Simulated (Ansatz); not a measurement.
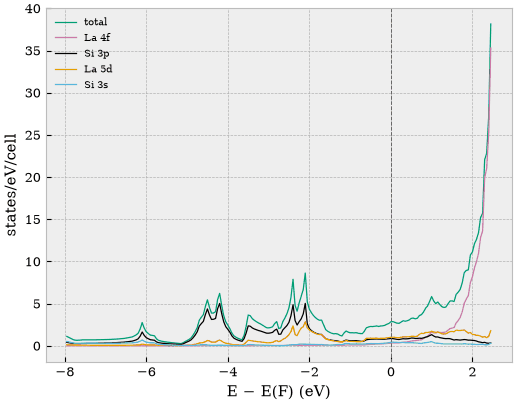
Figure: Total and projected density of states of LaSi₂ in space group I4_1/amd (No. 141; La on 4b, Si on 8e), DFT-r²SCAN in the program Ansatz with PAW potentials

Task: Which orbitals carry the states next to the Fermi level?

Result: Within 0.5 eV of the Fermi level: La 5d 37 %, Si 3p 31 %, Si 3s 13 %, La 4f 12 %, outside the projected shells 6 %. Projections are on Löwdin-orthogonalised atomic valence shells; empty p or d shells of many metals are not among them.

Task: Where is the tallest occupied peak in this window, and what makes it?

Result: Near -2.1 eV, about 8.6 states/eV per cell; the largest projected share is Si 3p.

The first step of the workflow began from a Materials Project structure, measured or hypothetical; the Crystallography Open Database files this formula in space group No. 141, but the cells were not matched. Its standing as an ambient phase is unchecked. The r²SCAN relaxation kept the symmetry of its start; whether a distortion lowers the energy is not shown. Scalar-relativistic: spin–orbit coupling is off unless named, which matters more the heavier the elements.

Potentials: the later of the program's two PAW sets.
